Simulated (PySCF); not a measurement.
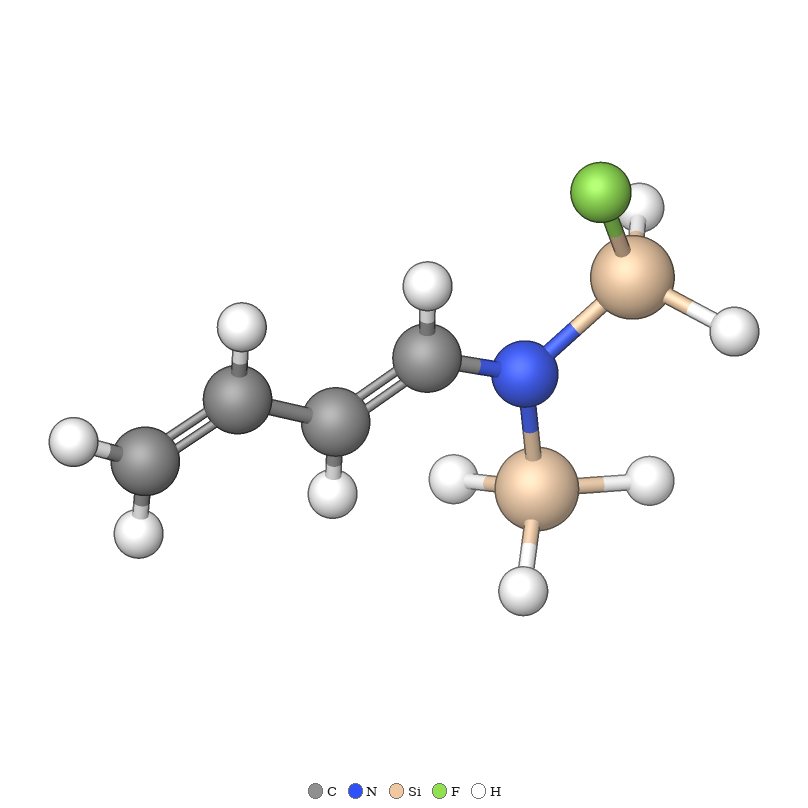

The geometry was computed by an optimisation with GFN2-xTB. No frequency run is at hand to confirm it as a minimum. Level of theory: PBE0/pcSseg-1, gas phase (PySCF 2.14.0).

Predict the main results.

The species is C4H10FNSi2 (`C=C/C=C/N([SiH3])[SiH2]F`).
- dipole moment: 2.23 D
- HOMO energy (Kohn–Sham orbital): −5.87 eV
- LUMO energy (Kohn–Sham orbital): −0.38 eV
- HOMO–LUMO gap: 5.49 eV

The geometry is semi-empirical. Around Si such bond lengths and angles can be off by a tenth of an ångström or more and by several degrees, and values that hang on the shape move with them.
